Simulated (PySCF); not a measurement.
| atom | x (Å) | y (Å) | z (Å) |
| --- | --- | --- | --- |
| C | 1.4005 | -1.3481 | 0.6101 |
| C | 0.8705 | -0.1639 | 0.1183 |
| C | 1.7200 | 0.7773 | -0.4356 |
| N | -0.4958 | 0.0810 | 0.2727 |
| C | -1.4350 | -0.9582 | -0.0839 |
| C | -0.9966 | 1.3999 | -0.0264 |
| H | 2.4481 | -1.5521 | 0.4999 |
| H | 0.8078 | -2.0799 | 1.1241 |
| H | 2.7786 | 0.5998 | -0.4356 |
| H | 1.3833 | 1.7028 | -0.8591 |
| H | -1.7625 | -0.8631 | -1.1294 |
| H | -0.9901 | -1.9399 | 0.0439 |
| H | -2.3162 | -0.8876 | 0.5579 |
| H | -0.3813 | 2.1476 | 0.4713 |
| H | -1.0270 | 1.6180 | -1.1040 |
| H | -2.0120 | 1.4752 | 0.3643 |

Geometry: GFN2-xTB.

Method: UKS B3LYP, pcH-1 on C H N, non-relativistic, mean-field spin-orbit, GIAO (PySCF).

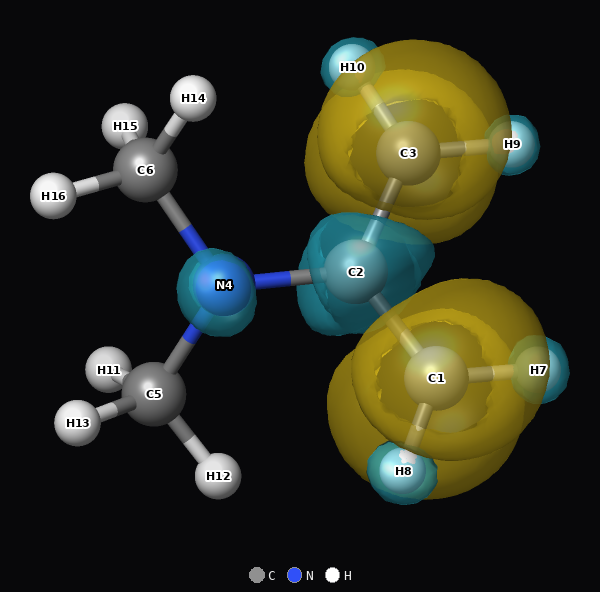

C5H10N (SMILES [CH2]C(=C)N(C)C) (doublet). Isosurfaces of the spin density (α minus β) at +0.015 (yellow) and −0.015 e/Å³ (cyan), seen across its widest extent.

Q: Which atoms carry the spin?

A: The unpaired spin (1 electron) lies mostly on C1 (about 0.5) and C3 (about 0.4), in electrons by Hirshfeld's partition.
